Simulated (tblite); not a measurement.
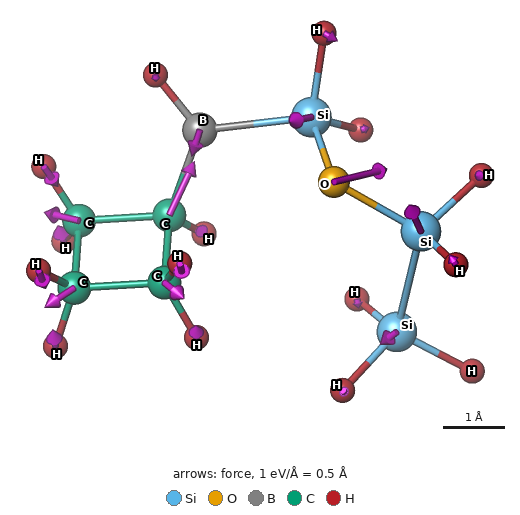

Starting geometry of C₄H₁₅BOSi₃ with the computed forces as purple arrows. A ball-and-stick model, seen at a tilt.

Level of theory: GFN2-xTB geometry optimisation, gas phase (tblite 0.8.0). 

What follows when this structure is relaxed?

Answer. It isn't relaxed: the largest force vector, on the O atom, is 2.88 eV/Å. The final displacements have little in common with the starting forces (cosine between the two patterns 0.23). An H atom moves most after the best rigid fit: 1.55 Å. Largest moves by element: H 1.55 Å, O 1.17 Å, B 0.53 Å, Si 0.47 Å, C 0.44 Å. Some distances before and after: Si–Si 2.777 → 3.237 Å, O–Si 1.733 → 1.634 Å, O–Si 1.712 → 1.616 Å, Si–Si 2.227 → 2.302 Å. Bond angles that change, for instance: Si–O–Si 107.5° → 169.9°, O–Si–H 113.9° → 102.2°, B–Si–H 108.2° → 116.5°. Groups turn about B–Si by about 75°, Si–Si by about 50°, B–C by about 25°. After 178 geometry steps the energy has fallen by 1.133 eV. The run took 2 s on 1 thread of Arm Neoverse V2, with other jobs on the host.
